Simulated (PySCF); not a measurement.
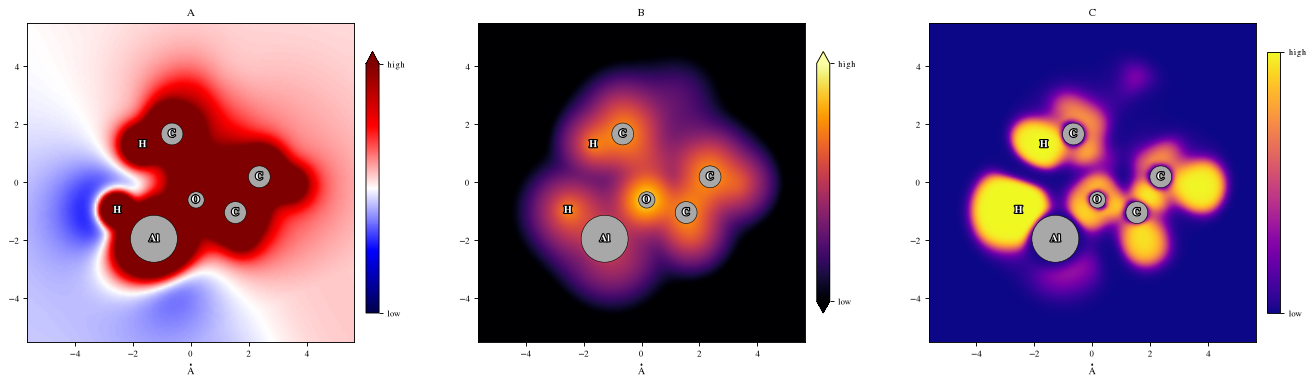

C5H15AlOSi: 3 fields on the plane of atoms O2, Al1 and H11, with unlabelled colour scales. Grey discs cover the atomic cores.

Geometry: PBE0-D3(BJ)/def2-SVP.

Method: PySCF 2.14.0, PBE0/pcSseg-1, SCF density, gas phase, non-relativistic.

Which field does each panel show? The fields are: electron density, electron localisation function and electrostatic potential.

Answer. Panel A: electrostatic potential (strongly positive close to the atoms, with negative regions outside electron-rich atoms). Panel B: electron density. Panel C: electron localisation function. From the grid: C–O (1.44 Å): ρ at the midpoint is about 1.9 e/Å³, with its minimum of 1.6 e/Å³ about 0.5 Å from C; the ELF peaks at about 0.90 between the atoms (a shared but strongly polarised pair). C–C (1.51 Å): ρ is about 1.7 e/Å³ halfway; the ELF peaks at about 0.95 between the atoms, as expected for localised, covalent bonding.
